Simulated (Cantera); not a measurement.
Input: 1 mol B, 0.026 mol Cl2, 0.066 mol N2, a varied amount of H2O, equilibrated at 1198 K and 1.00 bar.

Method: chemical equilibrium by Gibbs-energy minimisation in Cantera with the NASA 1993 tables (ideal gas, pure condensed phases). Candidate condensed phases: B, BN, B2O3, B3O3H3, H2O, NH4Cl; 49 gas species. N2 is the only nitrogen source here; it is nearly inert below about 1500 K, so the nitride shown seldom forms there in practice. Mutual solubility and eutectic melting of coexisting phases are not modelled. The tables' values for BOCl, BCl2 are old estimates; treat these amounts as uncertain. Gases not in the tables: H3BO3, BHCl2. Rates play no part.

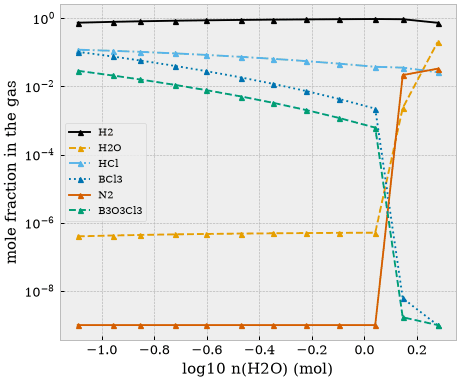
Figure: Equilibrium gas composition (values under 1e-9 drawn at 1e-9)

Q: Read off the mole fractions at 1.1 mol H2O.

A: H2 about 0.95, HCl about 0.038, BCl3 about 0.0022, B3O3Cl3 about 0.00062, H2O about 5.1e-7.
